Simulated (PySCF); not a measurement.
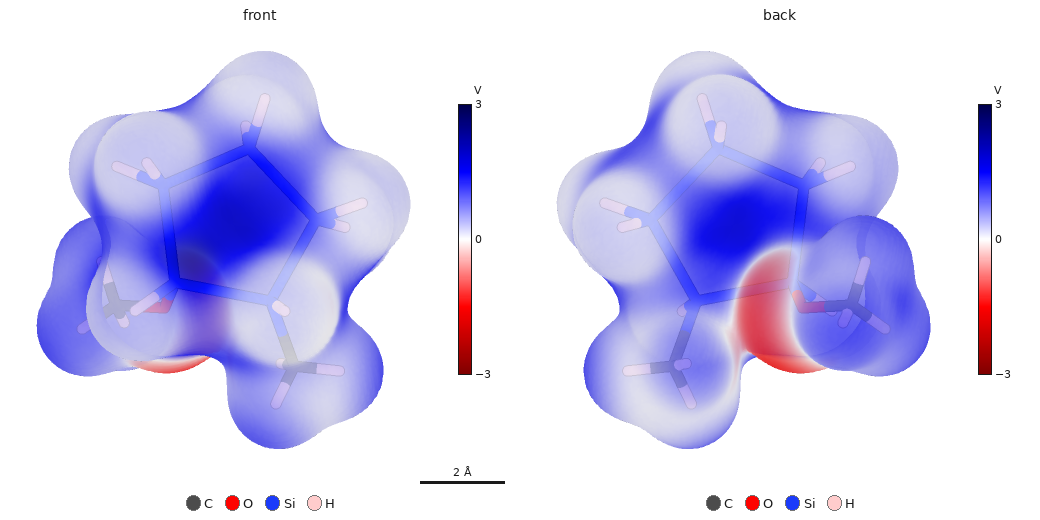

Figure 1: C2H14OSi5. The electrostatic potential painted on the density surface at 0.004 e/bohr³, seen from the front and from behind; red is negative and blue positive.

Geometry: GFN2-xTB.

Computed with PySCF, PBE0/pcSseg-1, SCF density, gas phase, non-relativistic.

```xyz
22

C     2.7553   -1.2211    0.6348
O     1.5208   -1.0865    0.0133
Si    1.0319    0.1285   -0.9773
Si    1.0842    2.1392    0.2195
Si   -0.9532    2.2643    1.3634
Si   -2.3797    0.6348    0.4770
Si   -1.1941   -0.5239   -1.1862
C    -1.4799   -2.4074   -1.1062
H     2.7162   -2.0919    1.2906
H     2.9923   -0.3339    1.2290
H     3.5487   -1.3651   -0.1033
H     1.9322    0.1266   -2.1504
H     1.2551    3.2946   -0.6719
H     2.2318    2.2715    1.1359
H    -1.5396    3.6095    1.2942
H    -0.7645    2.0735    2.8102
H    -3.6142    1.2431   -0.0410
H    -2.8829   -0.2503    1.5394
H    -1.6750   -0.0966   -2.5182
H    -1.0065   -2.9172   -1.9414
H    -1.0522   -2.8123   -0.1933
H    -2.5373   -2.6599   -1.1190
```

Question: Where is the surface potential most negative and most positive?

Answer: The most negative region (about −1.2 V) lies over O2, the most positive (about +1.9 V) over Si3, Si4 and Si7. O2 is the likeliest acceptor of a hydrogen bond.
